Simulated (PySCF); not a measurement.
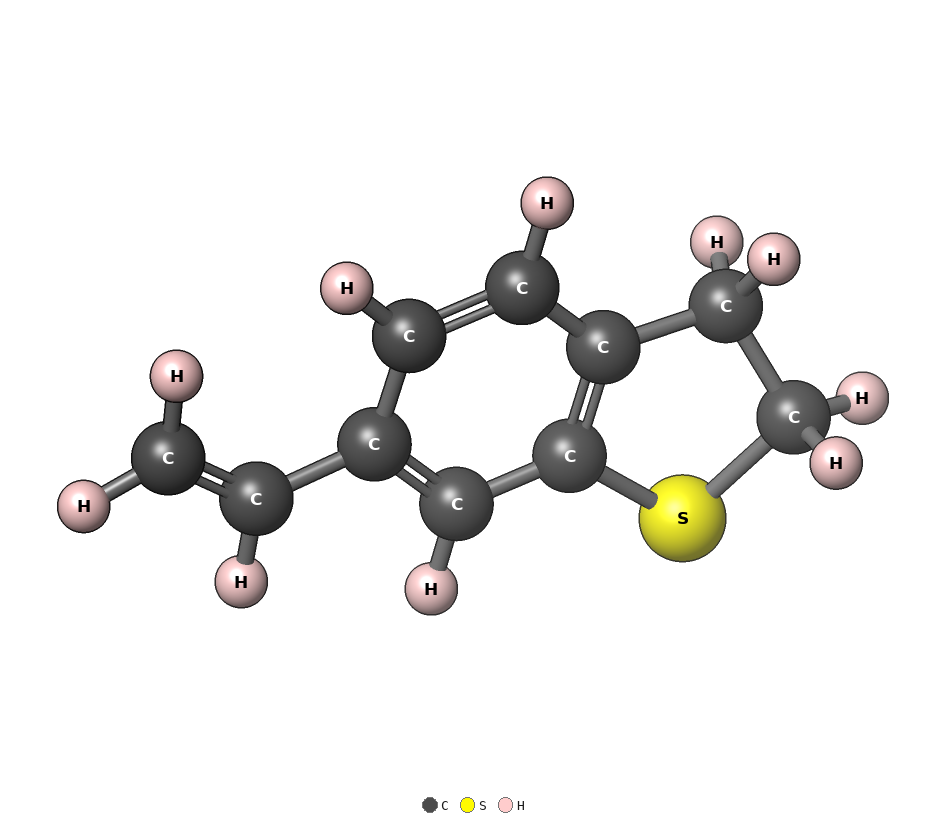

The computed structure is the end point of a PBE0-D3(BJ)/def2-SVP optimisation. No frequency run is at hand to confirm it as a minimum. Properties computed with PBE0/pcSseg-1 in cyclohexane (IEF-PCM) (PySCF 2.14.0).

### Estimate the HOMO energy (Kohn–Sham orbital).

−5.97 eV.

### Give the HOMO–LUMO gap at this level.

4.86 eV.

### What is the dipole moment?

2.06 D.
